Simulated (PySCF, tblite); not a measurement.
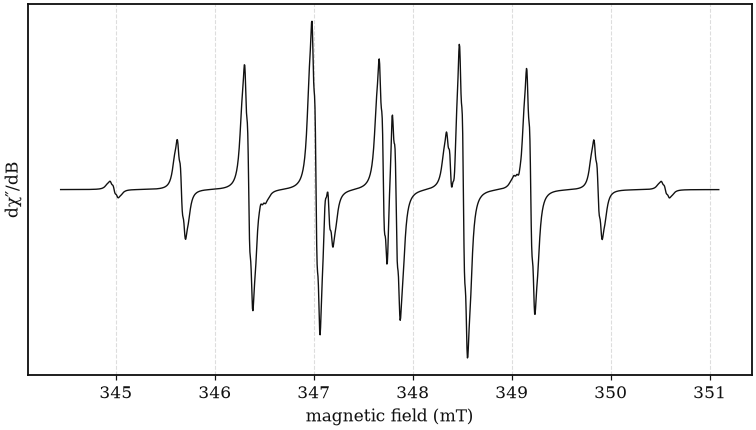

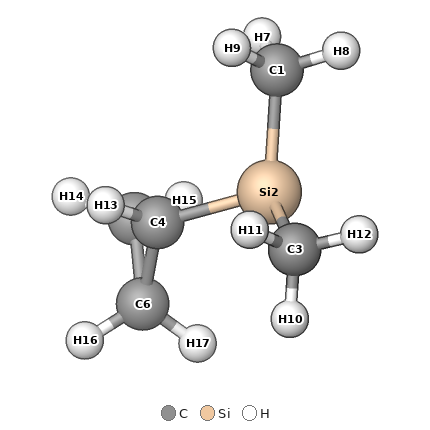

First-order isotropic EPR spectrum (fast tumbling, first derivative) of C₅H₁₁Si, SMILES C[Si](C)C1CC1, doublet at 9.75 GHz, Lorentzian lines of 0.06 mT full width at half height, from computed g and hyperfine couplings (B3LYP/pcH-1, PySCF 2.14.0, at a GFN2-xTB geometry (a minimum by its frequencies), gas phase); values of one conformer, averaged over methyl-type rotors alone; other conformers aren't averaged in; no vibrational averaging; dilute isotopes left out. The SMILES is one Lewis form and needn't show where the spin sits.

**Which couplings does the calculation give? The spectrum shows the sizes of those above the line width, not their signs.**

```
                   nuclei  isotope  a (mT)  a (MHz)
                      H13       ¹H    1.49     41.8
H7, H8, H9, H10, H11, H12       ¹H    0.68     19.1
       H14, H15, H16, H17       ¹H   −0.03     −0.8
```

**What is the g value, and how wide is the spectrum?**

g_iso = 2.0031, which centres the spectrum at 347.8 mT; it spans 5.7 mT.

Caveats: the tight-binding geometry is rougher than a DFT one and adds to the error.
